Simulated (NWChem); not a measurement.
**PWB6K-D3(BJ)/6-311G(d) (density fitting) run of CH2AlN (AlH2(CN))**

Aim: the vertical ionisation energy of CH2AlN (AlH2(CN)) at PWB6K-D3(BJ)/6-311G* (density fitting), from 2 runs. 

Program for the calculation: NWChem 7.3.0.

3 further runs of the same task are left out: 3 set aside as unsound or not needed.

### 1 The structure to begin with

The species is CH2AlN (5 atoms), meant as a singlet with charge 0. SMILES: `[H][Al]([H])[C]#N`. The shape comes from GFN2-xTB, which is rough for such elements, and wasn't checked as a minimum.

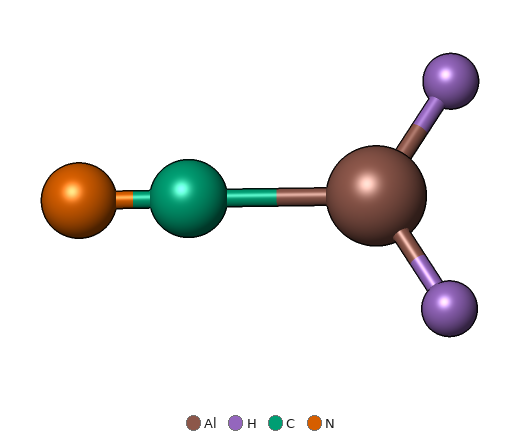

The structure, seen from a chosen angle (aluminium brown, hydrogen purple, carbon teal, nitrogen orange).

### 2 Energy and one-electron properties at PWB6K-D3(BJ)/6-311G(d) (density fitting)

Contents of ch2aln.nw:

```
start ch2aln
title "CH2AlN properties"
memory total 2200 mb
charge 0

geometry units angstrom noautoz
  Al    0.353320    0.616070    0.007940
  H     1.897570    0.618400    0.058740
  H    -0.410240    1.959830   -0.023840
  C    -0.634730   -1.095760   -0.014750
  N    -1.205910   -2.098530   -0.028080
end

basis spherical
  Al library 6-311G*
  H library 6-311G*
  C library 6-311G*
  N library 6-311G*
end

basis "cd basis" spherical
  Al library "dgauss a2 dft coulomb fitting"
  H library "dgauss a2 dft coulomb fitting"
  C library "dgauss a2 dft coulomb fitting"
  N library "dgauss a2 dft coulomb fitting"
end

dft
  xc pwb6k
  disp vdw 4
  grid fine
end

property
  efieldgrad
  quadrupole
  electrondensity
end

task dft property
```

Launch:

```bash
$ nwchem ch2aln.nw > ch2aln.out
```

Output:

```text
[...]
 Group name             Cs
[...]
          Wavefunction type:  closed shell.
          No. of atoms     :     5
          No. of electrons :    28
[...]
          Charge           :     0
          Spin multiplicity:     1
[...]
          AO basis - number of functions:    68
[...]
              XC Information
              --------------
                        PWB6K Method XC Functional
                     Hartree-Fock (Exact) Exchange  0.460
                     PWB6K GGA Exchange Functional  0.540
                       PWB6K Correlation Potential  1.000
[...]
 d= 0,ls=0.0,diis     1   -336.6380390297 -4.05D+02  1.07D-02  4.97D-01     0.6
[...]
 d= 0,ls=0.0,diis     8   -336.6989114039  6.09D-09  2.75D-06  2.22D-07     2.8
         Total DFT energy =     -336.698911403903
      One electron energy =     -599.458886058872
           Coulomb energy =      226.166921317658
    Exchange-Corr. energy =      -31.895573261476
 Nuclear repulsion energy =       68.489275544836
    Dispersion correction =       -0.000648946049
[...]
```

It took 3.6 s on 1 thread of Intel Xeon 6975P-C (Granite Rapids), shared host; peak memory 0.12 GiB.

### 3 The doublet cation at the same level

Contents of m1.nw:

```
start m1
title "CH2AlN PWB6K"
memory stack 880 mb heap 220 mb global 1100 mb
charge 1

geometry units bohr noautosym nocenter noautoz
Al  0.66767803  1.16420357  0.01500443
H   3.58588760  1.16860664  0.11100251
H  -0.77524125  3.70354195 -0.04505107
C  -1.19946586 -2.07068630 -0.02787346
N  -2.27883963 -3.96564696 -0.05306351
end

basis spherical
* library 6-311G*
end

basis "cd basis" spherical
* library "dgauss a2 dft coulomb fitting"
end

dft
xc pwb6k
mult 2
disp vdw 4
grid fine
maxiter 150
end

property
efieldgrad
quadrupole
electrondensity
end

task dft property
```

Launch:

```bash
$ nwchem m1.nw > m1.out
```

Output:

```text
[...]
          Wavefunction type:  spin polarized.
          No. of atoms     :     5
          No. of electrons :    27
[...]
          Charge           :     1
          Spin multiplicity:     2
[...]
          AO basis - number of functions:    68
[...]
              XC Information
              --------------
                        PWB6K Method XC Functional
                     Hartree-Fock (Exact) Exchange  0.460
                     PWB6K GGA Exchange Functional  0.540
                       PWB6K Correlation Potential  1.000
[...]
 d= 0,ls=0.0,diis     1   -336.0809923804 -4.05D+02  9.22D-03  5.38D-01     0.9
[...]
 d= 0,ls=0.0,diis    16   -336.2652545457 -2.15D-08  1.46D-06  1.19D-09    12.0
[...]
         Total DFT energy =     -336.265254545707
      One electron energy =     -592.156866556737
           Coulomb energy =      218.949954322705
    Exchange-Corr. energy =      -31.546963337663
 Nuclear repulsion energy =       68.489269972027
    Dispersion correction =       -0.000648946038
[...]
      <S2> =      0.7789 (Exact =     0.7500)
[...]
```

Run time: 13 s. Hardware: 1 thread of Intel Xeon 6975P-C (Granite Rapids), shared host; peak memory 0.12 GiB.

### 4 What came out

Level: PWB6K-D3(BJ)/6-311G* (density fitting).

```
                                          quantity          value
                      singlet CH2AlN: total energy  -336.69891 Eh
                     singlet CH2AlN: dipole moment         3.31 D
                       singlet CH2AlN: HOMO energy      -10.28 eV
                       singlet CH2AlN: LUMO energy       -2.00 eV
                     singlet CH2AlN: HOMO–LUMO gap        8.28 eV
                 singlet CH2AlN: dispersion energy   -1.70 kJ/mol
                      doublet cation: total energy  -336.26525 Eh
doublet cation: HOMO energy (highest over α and β)      -16.24 eV
 doublet cation: LUMO energy (lowest over α and β)      -13.39 eV
                 doublet cation: dispersion energy   -1.70 kJ/mol
                              doublet cation: ⟨S²⟩          0.779
vertical ionisation energy (to the doublet cation)      11.800 eV
```

The vertical ionisation energy comes to 11.80 eV (272 kcal/mol). The negative HOMO energy of the first species, 10.28 eV, lies 1.52 eV below that difference.
